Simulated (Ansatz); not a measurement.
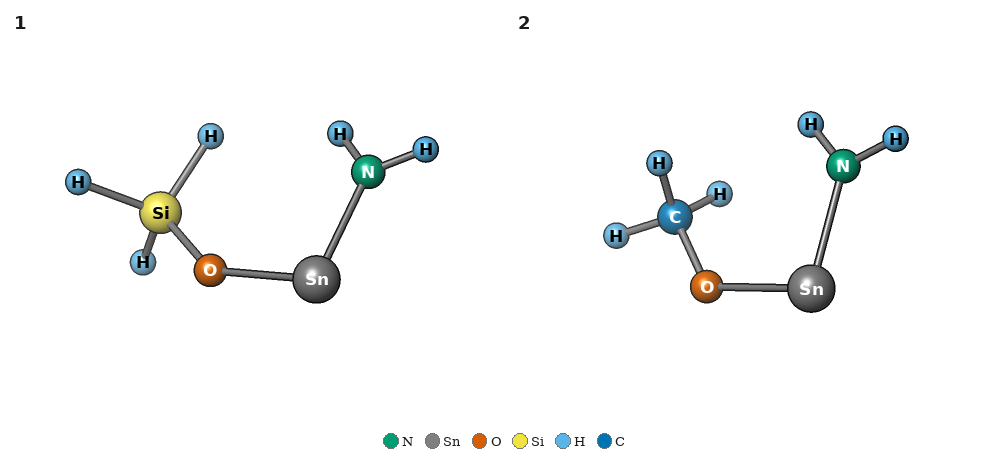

2 molecules with one skeleton, seen from the same side and at one scale. Charge 0, singlet. Computed geometries: PBE0-D4/def2-TZVP optimisations, one conformation each. Properties computed with Ansatz 0.2.0. Elements past Kr carry core potentials.

One atom differs, called X below: Si in panel 1, C in panel 2. Their formulas are H5NOSiSn (`[NH2][Sn][O][SiH3]`), CH5NOSn (`C[O][Sn][NH2]`).

> In which is the HOMO energy (Kohn–Sham orbital) higher (revPBE-D4/def2-TZVPP)?

In panel 2 (X = C).

> In which is the mean length of X–H larger (PBE0-D4/def2-TZVP)?

In panel 1 (X = Si).

Give the values. With PBE0-D4/def2-TZVP: mean length of X–H (Å), length of X–O (Å), mean angle O–X–H (°). With revPBE-D4/def2-TZVPP: HOMO energy (Kohn–Sham orbital) (eV), HOMO–LUMO gap (eV). With B3LYP-D4/def2-TZVPP: dipole moment (D).

```csv
quantity,1 (Si),2 (C),2 − 1
mean length of X–H (Å),1.491,1.098,−0.393
length of X–O (Å),1.623,1.397,−0.226
mean angle O–X–H (°),111.1,111.3,+0.2
HOMO energy (Kohn–Sham orbital) (eV),−6.08,−5.76,+0.32
HOMO–LUMO gap (eV),3.68,3.65,−0.03
dipole moment (D),2.50,1.87,−0.63
```
